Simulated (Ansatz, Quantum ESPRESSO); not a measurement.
# W2CCl2 MXene, 1 layer: biaxial strain by an ASE script, part 2 of 2

How do the band edges of W2CCl2 MXene, 1 layer move against the vacuum when the sheet is stretched?

Quantum ESPRESSO 7.5; plane-wave DFT, PBE, GBRV ultrasoft pseudopotentials; geometry by Ansatz 0.2.0 with PAW datasets.

So far: Starting point; Relaxation with Ansatz.

**3. The script**

Under ESM bc1 levels count from the vacuum, or from the mean of the two vacuum levels where the sheet has a dipole, so band edges at unlike strains can be compared.

Level of this step: plane-wave DFT, PBE, GBRV ultrasoft pseudopotentials (Quantum ESPRESSO 7.5).

run.py

```python
import json
import numpy as np
from ase import Atoms
from ase.calculators.espresso import Espresso, EspressoProfile

profile = EspressoProfile(command='mpirun -n 4 pw.x -nk 4', pseudo_dir='../pseudo')
pseudopotentials = {'C': 'c_pbe_v1.2.uspp.F.UPF', 'Cl': 'cl_pbe_v1.4.uspp.F.UPF', 'W': 'w_pbe_v1.2.uspp.F.UPF'}
system = {'ecutwfc': 40, 'ecutrho': 200, 'occupations': 'smearing', 'smearing': 'fd', 'degauss': 0.002}


def calculator(name, kpts, **extra):
    data = dict(control=dict(tprnfor=True, verbosity='high', disk_io='none'),
                system=system | extra,
                electrons=dict(conv_thr=1e-09, mixing_beta=0.4, mixing_mode='plain',
                               electron_maxstep=100))
    return Espresso(profile=profile, directory=name, pseudopotentials=pseudopotentials, kpts=kpts, input_data=data)


def centre(atoms):
    z = atoms.positions[:, 2]
    atoms.positions[:, 2] -= (z.max() + z.min()) / 2  # ESM wants the slab about z = 0
    return atoms

sheet = Atoms(
    ['Cl', 'W', 'C', 'W', 'Cl'],
    scaled_positions=[
        [0.3333333333, 0.6666666667, 0.3692906713],
        [0.6666666667, 0.3333333333, 0.4560939463],
        [0.0000000000, 0.0000000000, 0.5000000040],
        [0.3333333333, 0.6666666667, 0.5439060330],
        [0.6666666667, 0.3333333333, 0.6307093454]],
    cell=[
        [3.380659064542, 0.000000000000, 0.000000000000],
        [-1.690329532271, 2.927736631427, 0.000000000000],
        [0.000000000000, 0.000000000000, 20.863124823300]],
    pbc=True)

rows = []
for strain in [-0.03, -0.015, 0.0, 0.015, 0.03]:
    atoms = sheet.copy()
    atoms.set_cell(sheet.cell.array * [[1 + strain], [1 + strain], [1]], scale_atoms=True)
    atoms = centre(atoms)
    atoms.calc = calculator(f's{strain:+.3f}', (12, 12, 1), assume_isolated='esm', esm_bc='bc1', nbnd=27)
    energy = atoms.get_potential_energy()
    levels = np.array([atoms.calc.get_eigenvalues(kpt=i) for i in range(len(atoms.calc.get_ibz_k_points()))])
    top, bottom = levels[:, 22].max(), levels[:, 23].min()
    direct = (levels[:, 23] - levels[:, 22]).min()
    rows.append([strain, energy, top, bottom, direct])
    print(f'strain {strain:+.3f}: E = {energy:.5f} eV, valence top {top:.3f}, conduction bottom {bottom:.3f}, '
          f'gap {bottom - top:.3f}, least direct gap {direct:.3f} eV')

x, energy, top, bottom, direct = np.array(rows).T
area = np.linalg.norm(np.cross(*sheet.cell[:2]))
stiffness = np.polyfit(x, energy, 2)[0] / area * 16.0218  # C11 + C12, heights clamped
print(f'valence and conduction edges move by {np.polyfit(x, top, 1)[0]:.2f} and {np.polyfit(x, bottom, 1)[0]:.2f} eV per unit biaxial strain')
print(f'C11 + C12 with clamped heights: {stiffness:.1f} N/m')
json.dump(dict(rows=rows, stiffness=stiffness), open('result.json', 'w'))
```

Launch:

```sh
> OMP_NUM_THREADS=1 python run.py
```

What it wrote:

```text
strain -0.030: E = -5393.20561 eV, valence top -3.815, conduction bottom -3.878, gap -0.062, least direct gap 0.270 eV
strain -0.015: E = -5393.36912 eV, valence top -3.930, conduction bottom -3.897, gap 0.033, least direct gap 0.252 eV
strain +0.000: E = -5393.42884 eV, valence top -4.064, conduction bottom -3.946, gap 0.119, least direct gap 0.235 eV
strain +0.015: E = -5393.39179 eV, valence top -4.172, conduction bottom -4.014, gap 0.158, least direct gap 0.221 eV
strain +0.030: E = -5393.26749 eV, valence top -4.254, conduction bottom -4.117, gap 0.137, least direct gap 0.208 eV
valence and conduction edges move by -7.47 and -3.98 eV per unit biaxial strain
C11 + C12 with clamped heights: 345.5 N/m
```

Elapsed: 9.7 min, on 4 MPI ranks of Arm Neoverse N1, shared host; peak memory 0.91 GiB; 39 min of CPU time.

The input that ASE wrote for the first run, and its log:

```
&CONTROL
   verbosity        = 'high'
   tprnfor          = .true.
   disk_io          = 'none'
   pseudo_dir       = '../pseudo'
/
&SYSTEM
   nbnd             = 27
   ecutwfc          = 40
   ecutrho          = 200
   occupations      = 'smearing'
   degauss          = 0.002
   smearing         = 'fd'
   assume_isolated  = 'esm'
   esm_bc           = 'bc1'
   ntyp             = 3
   nat              = 5
   ibrav            = 0
/
&ELECTRONS
   electron_maxstep = 100
   conv_thr         = 1e-09
   mixing_mode      = 'plain'
   mixing_beta      = 0.4
/
&IONS
/
&CELL
/
&FCP
/
&RISM
/
ATOMIC_SPECIES
Cl 35.45 cl_pbe_v1.4.uspp.F.UPF
W 183.84 w_pbe_v1.2.uspp.F.UPF
C 12.011 c_pbe_v1.2.uspp.F.UPF

K_POINTS automatic
12 12 1  0 0 0

CELL_PARAMETERS angstrom
3.27923929260574 0.00000000000000 0.00000000000000
-1.63961964630287 2.83990453248419 0.00000000000000
0.00000000000000 0.00000000000000 20.86312482330000

ATOMIC_POSITIONS angstrom
Cl -0.0000000002 1.8932696884 -2.7270052144  
W 1.6396196465 0.9466348441 -0.9160176530  
C 0.0000000000 0.0000000000 -0.0000000908  
W -0.0000000002 1.8932696884 0.9160168728  
Cl 1.6396196465 0.9466348441 2.7270052144
```

```text
Program PWSCF v.7.5 starts
[citation notice left out]

     Parallel version (MPI & OpenMP), running on       4 processor cores
     Number of MPI processes:                 4
     Threads/MPI process:                     1

     MPI processes distributed on     1 nodes
[... 1 line left out ...]

Warning: card &CELL ignored
Warning: card &FCP ignored
Warning: card &RISM ignored

     Current dimensions of program PWSCF are:
     Max number of different atomic species (ntypx) = 10
     Max number of k-points (npk) =  40000
     Max angular momentum in pseudopotentials (lmaxx) =  4
     Message from routine setup:
     using ibrav=0 with symmetry is DISCOURAGED, use correct ibrav instead

     K-points division:     npool     =       4
     Subspace diagonalization in iterative solution of the eigenvalue problem:
     a serial algorithm will be used

     G-vector sticks info
     --------------------
     sticks:   dense  smooth     PW     G-vecs:    dense   smooth      PW
     Sum         517     421    121                62397    44847    7539

     Using Slab Decomposition

     bravais-lattice index     =            0
     lattice parameter (alat)  =       6.1969  a.u.
     unit-cell volume          =    1311.1513 (a.u.)^3
     number of atoms/cell      =            5
     number of atomic types    =            3
     number of electrons       =        46.00
     number of Kohn-Sham states=           27
     kinetic-energy cutoff     =      40.0000  Ry
     charge density cutoff     =     200.0000  Ry
     scf convergence threshold =      1.0E-09
     mixing beta               =       0.4000
     number of iterations used =            8  plain     mixing
     Exchange-correlation= SLA  PW   PBE  PBE
                           (   1   4   3   4   0   0   0)

     Effective Screening Medium Method
     =================================
     Boundary Conditions: Vacuum-Slab-Vacuum
     total charge in unit cell        =   0.0000
     grid points for fit at edges     =        4

[... 10 lines left out ...]
     PseudoPot. # 1 for Cl read from file:
     ../pseudo/cl_pbe_v1.4.uspp.F.UPF
     Pseudo is Ultrasoft + core correction, Zval =  7.0
     Generated by new atomic code, or converted to UPF format
     Using radial grid of  909 points,  6 beta functions with:
                l(1) =   0
                l(2) =   0
                l(3) =   1
                l(4) =   1
                l(5) =   2
                l(6) =   2
     Q(r) pseudized with  8 coefficients,  rinner =    1.300   1.300   1.300
                                                       1.300   1.300

     PseudoPot. # 2 for W  read from file:
     ../pseudo/w_pbe_v1.2.uspp.F.UPF
     Pseudo is Ultrasoft + core correction, Zval = 14.0
     Generated by new atomic code, or converted to UPF format
     Using radial grid of  923 points,  8 beta functions with:
                l(1) =   0
[... 789 lines left out ...]

     negative rho (up, down):  1.682E-01 0.000E+00

     Forces acting on atoms (cartesian axes, Ry/au):

     atom    1 type  1   force =    -0.00000000   -0.00000000   -0.01569243
     atom    2 type  2   force =    -0.00000000   -0.00000000   -0.04553243
     atom    3 type  3   force =     0.00000000   -0.00000000    0.00000000
     atom    4 type  2   force =     0.00000000   -0.00000000    0.04553243
     atom    5 type  1   force =    -0.00000000   -0.00000000    0.01569243
     The non-local contrib.  to forces
     atom    1 type  1   force =    -0.00000000   -0.00000000    0.25672658
     atom    2 type  2   force =     0.00000000   -0.00000000   -0.25264819
     atom    3 type  3   force =     0.00000000   -0.00000000    0.00000000
     atom    4 type  2   force =     0.00000000   -0.00000000    0.25264819
     atom    5 type  1   force =     0.00000000    0.00000000   -0.25672658
     The ionic contribution  to forces
     atom    1 type  1   force =     0.00000000   -0.00000000 -101.30568702
     atom    2 type  2   force =    -0.00000000    0.00000000  -87.63665697
     atom    3 type  3   force =    -0.00000000    0.00000000    0.00000617
     atom    4 type  2   force =     0.00000000   -0.00000000   87.63664791
     atom    5 type  1   force =    -0.00000000    0.00000000  101.30568992
     The local contribution  to forces
     atom    1 type  1   force =     0.00000000   -0.00000000  101.03897223
     atom    2 type  2   force =    -0.00000002    0.00000000   87.87489054
     atom    3 type  3   force =     0.00000000   -0.00000000    0.00000026
     atom    4 type  2   force =     0.00000002   -0.00000001  -87.87478560
     atom    5 type  1   force =    -0.00000000    0.00000000 -101.03898373
     The core correction contribution to forces
     atom    1 type  1   force =    -0.00000000    0.00000000   -0.00571566
     atom    2 type  2   force =     0.00000000   -0.00000000   -0.03112263
     atom    3 type  3   force =     0.00000000   -0.00000000   -0.00000000
     atom    4 type  2   force =    -0.00000000    0.00000000    0.03112188
     atom    5 type  1   force =     0.00000000   -0.00000000    0.00571566
     The Hubbard contrib.    to forces
     atom    1 type  1   force =     0.00000000    0.00000000    0.00000000
     atom    2 type  2   force =     0.00000000    0.00000000    0.00000000
     atom    3 type  3   force =     0.00000000    0.00000000    0.00000000
     atom    4 type  2   force =     0.00000000    0.00000000    0.00000000
     atom    5 type  1   force =     0.00000000    0.00000000    0.00000000
     The SCF correction term to forces
     atom    1 type  1   force =     0.00000000    0.00000000    0.00000714
     atom    2 type  2   force =    -0.00000000   -0.00000000    0.00005238
     atom    3 type  3   force =    -0.00000000   -0.00000000    0.00000000
     atom    4 type  2   force =     0.00000000    0.00000000   -0.00005238
     atom    5 type  1   force =    -0.00000000   -0.00000000   -0.00000714

     Total force =     0.068110     Total SCF correction =     0.000075
     Message from routine punch:
     Nothing written, as per user request (disk_io='none')

[... 1 line left out ...]

[... 1 line left out ...]

[... 1 line left out ...]

[... 3 lines left out ...]

[... 1 line left out ...]

[... 2 lines left out ...]

[... 1 line left out ...]

[... 1 line left out ...]

=------------------------------------------------------------------------------=
   JOB DONE.
=------------------------------------------------------------------------------=
```

This step gave:

| Quantity | Value |
| --- | --- |
| biaxial stiffness | 345.5 N/m |

Band edge from the vacuum level against biaxial strain:

```csv
biaxial strain (%),valence top (eV),conduction bottom (eV)
-3.00,-3.82,-3.88
-1.50,-3.93,-3.90
0.00,-4.06,-3.95
1.50,-4.17,-4.01
3.00,-4.25,-4.12
```

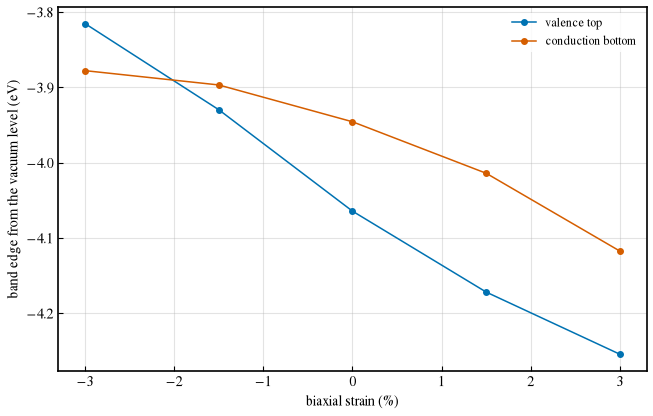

Band edge from the vacuum level against biaxial strain.

Gap against biaxial strain:

```csv
biaxial strain (%),on the mesh (eV),least direct (eV)
-3.00,-0.0625,0.270
-1.50,0.0329,0.252
0.00,0.119,0.235
1.50,0.158,0.221
3.00,0.137,0.208
```

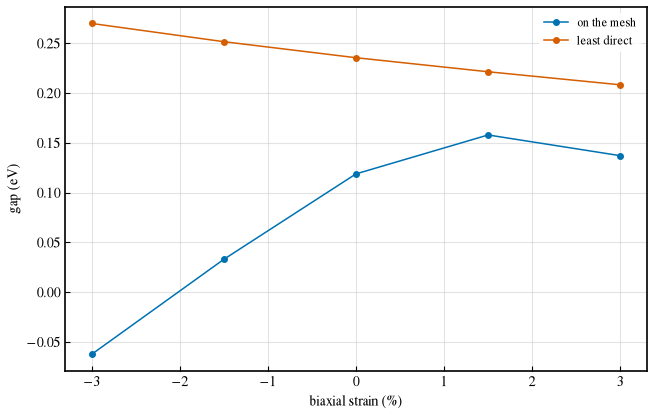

Gap, plotted against biaxial strain.

The energy over the lowest by biaxial strain:

```csv
biaxial strain (%),energy over the lowest (meV)
-3.00,223
-1.50,59.7
0.00,0
1.50,37.1
3.00,161
```

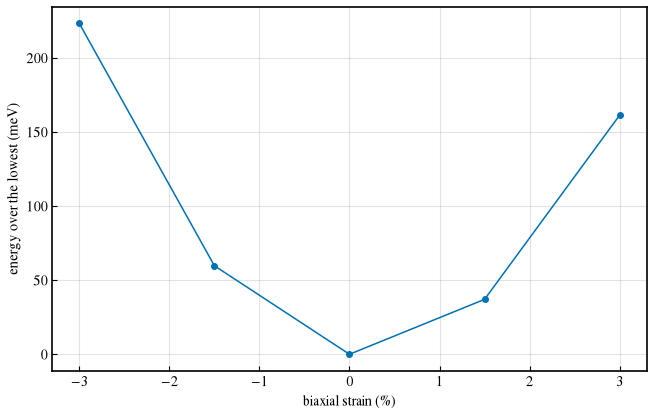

Energy over the lowest against biaxial strain.

**4. Running the series: PBE, SG15 norm-conserving**

Level of this step: plane-wave DFT, PBE, SG15 norm-conserving pseudopotentials (Quantum ESPRESSO 7.5).

run.py is the input of step 3 with these lines changed:

```diff
@@ -6,4 +6,4 @@
 profile = EspressoProfile(command='mpirun -n 4 pw.x -nk 4', pseudo_dir='../pseudo')
-pseudopotentials = {'C': 'c_pbe_v1.2.uspp.F.UPF', 'Cl': 'cl_pbe_v1.4.uspp.F.UPF', 'W': 'w_pbe_v1.2.uspp.F.UPF'}
-system = {'ecutwfc': 40, 'ecutrho': 200, 'occupations': 'smearing', 'smearing': 'fd', 'degauss': 0.002}
+pseudopotentials = {'C': 'C_ONCV_PBE-1.2.upf', 'Cl': 'Cl_ONCV_PBE-1.2.upf', 'W': 'W_ONCV_PBE-1.2.upf'}
+system = {'ecutwfc': 60, 'ecutrho': 240, 'occupations': 'smearing', 'smearing': 'fd', 'degauss': 0.002}
 
@@ -42,7 +42,7 @@
     atoms = centre(atoms)
-    atoms.calc = calculator(f's{strain:+.3f}', (12, 12, 1), assume_isolated='esm', esm_bc='bc1', nbnd=27)
+    atoms.calc = calculator(f's{strain:+.3f}', (12, 12, 1), assume_isolated='esm', esm_bc='bc1', nbnd=41)
     energy = atoms.get_potential_energy()
     levels = np.array([atoms.calc.get_eigenvalues(kpt=i) for i in range(len(atoms.calc.get_ibz_k_points()))])
-    top, bottom = levels[:, 22].max(), levels[:, 23].min()
-    direct = (levels[:, 23] - levels[:, 22]).min()
+    top, bottom = levels[:, 36].max(), levels[:, 37].min()
+    direct = (levels[:, 37] - levels[:, 36]).min()
     rows.append([strain, energy, top, bottom, direct])
```

Launch:

```sh
> OMP_NUM_THREADS=1 python run.py
```

What it wrote:

```text
strain -0.030: E = -15779.32409 eV, valence top -3.829, conduction bottom -3.894, gap -0.065, least direct gap 0.255 eV
strain -0.015: E = -15779.47921 eV, valence top -3.945, conduction bottom -3.917, gap 0.028, least direct gap 0.234 eV
strain +0.000: E = -15779.53221 eV, valence top -4.078, conduction bottom -3.967, gap 0.111, least direct gap 0.216 eV
strain +0.015: E = -15779.49004 eV, valence top -4.166, conduction bottom -4.039, gap 0.127, least direct gap 0.201 eV
strain +0.030: E = -15779.36179 eV, valence top -4.249, conduction bottom -4.144, gap 0.106, least direct gap 0.187 eV
valence and conduction edges move by -7.07 and -4.14 eV per unit biaxial strain
C11 + C12 with clamped heights: 340.1 N/m
```

It took 25 min on 4 MPI ranks; peak memory 0.78 GiB.

Read from the output:

| Quantity | Value |
| --- | --- |
| biaxial stiffness | 340.1 N/m |

The band edge from the vacuum level by biaxial strain:

```csv
biaxial strain (%),valence top (eV),conduction bottom (eV)
-3.00,-3.83,-3.89
-1.50,-3.95,-3.92
0.00,-4.08,-3.97
1.50,-4.17,-4.04
3.00,-4.25,-4.14
```

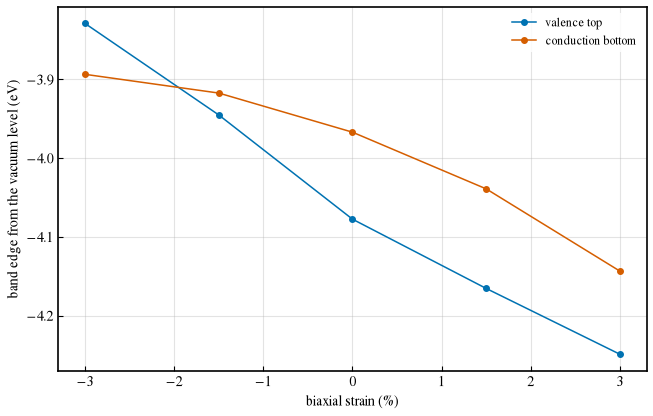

Band edge from the vacuum level against biaxial strain.

Table of gap by biaxial strain:

```csv
biaxial strain (%),on the mesh (eV),least direct (eV)
-3.00,-0.0646,0.255
-1.50,0.0278,0.234
0.00,0.111,0.216
1.50,0.127,0.201
3.00,0.106,0.187
```

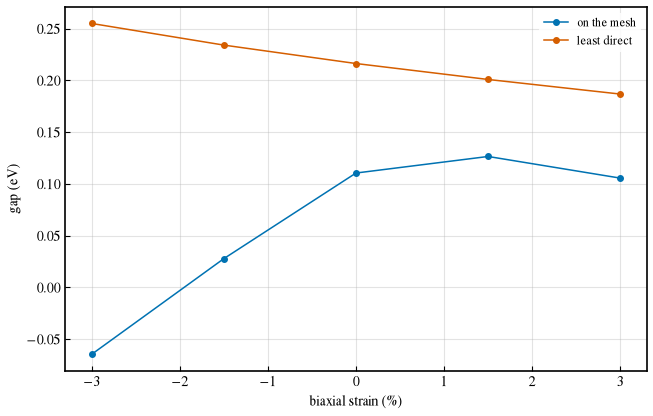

Gap against biaxial strain.

Energy over the lowest against biaxial strain:

```csv
biaxial strain (%),energy over the lowest (meV)
-3.00,208
-1.50,53.0
0.00,0
1.50,42.2
3.00,170
```

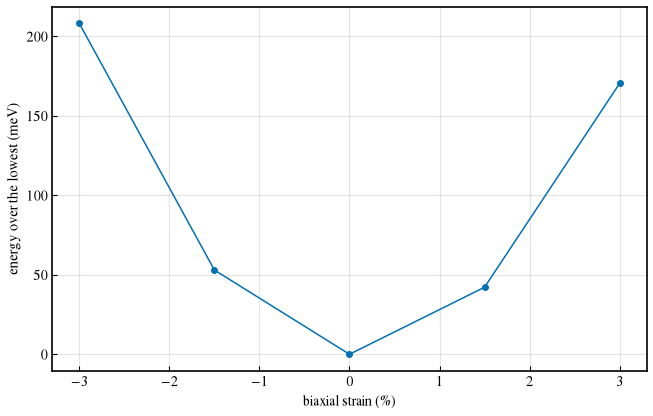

Energy over the lowest, plotted against biaxial strain.

**5. Worked from the printed numbers**

Under equal strain ε in the plane, E = A (C11 + C12) ε². From the points at ±1.5 %: d²E/dε² = (59.72 + 37.05 − 2 × 0.00) meV / 0.015² = 430 eV, and 430/(2 × 9.898 Å²) × 16.02 = 348 N/m.

**6. Summary of results**

```json
{
 "C11 + C12, heights clamped, PBE, GBRV ultrasoft": "346 N/m",
 "C11 + C12, heights clamped, PBE, SG15 norm-conserving": "340 N/m"
}
```

In words: The sheet's biaxial stiffness comes to 346 N/m (PBE, GBRV ultrasoft). The bands touch or overlap at some strains, so edges by band count are no gaps there. Heights are clamped under strain, which makes a sheet with several atomic planes too stiff. Semilocal gaps are too small. Spin-orbit coupling is left out; depending on the atoms that carry the levels of interest, it can split and shift them by tenths of an eV to an eV or more.

[Logs are printed without paths, hosts, clocks, repeated set-up lines and the standing remarks that a program may print on its own settings, such as how far it seeks lower states.]

[Hosts, paths, dates, database ids (printed as entryN), source tags and the programs' standing remarks are cut or masked in the printed files.]

[Maps of the electrostatic potential energy from Ansatz leave out the sawtooth potential of an applied field or a dipole correction, so their vacuum need not be flat; planar profiles and work functions include it.]
